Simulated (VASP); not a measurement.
Consider the following.

```xyz
2
Lattice="2.9827 0.0000 0.0000 0.0000 2.9827 0.0000 0.0000 0.0000 2.9827" Properties=species:S:1:pos:R:3 pbc="T T T"
Y      0.0000     0.0000     0.0000
N      1.4914     1.4914     1.4914
```

These are r2SCAN meta-GGA, VASP's PBE PAW potentials (set 64) (plane waves; VASP) values and carry that method's errors. Run with 520 eV cut-off, 14×14×14 Γ-centred mesh, tetrahedra with Blöchl corrections, potentials Y_sv N.

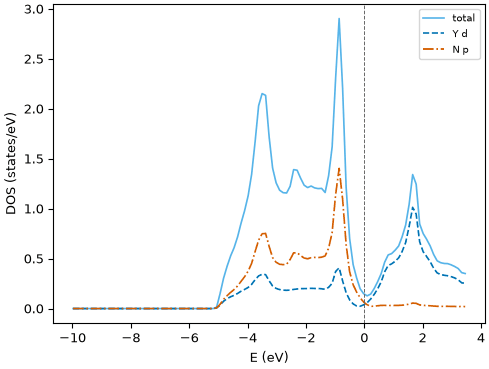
Total and projected density of states, zero at the Fermi level

Within 2 eV below the Fermi level the largest weight inside VASP's projection spheres is N p, then Y d.

It has no gap at this level: it comes out as a metal or semimetal.

The structure was generated: YN was put into the CsCl type (Pm-3m), which need not be its known phase. It was relaxed first, which changed the volume by +13 %.
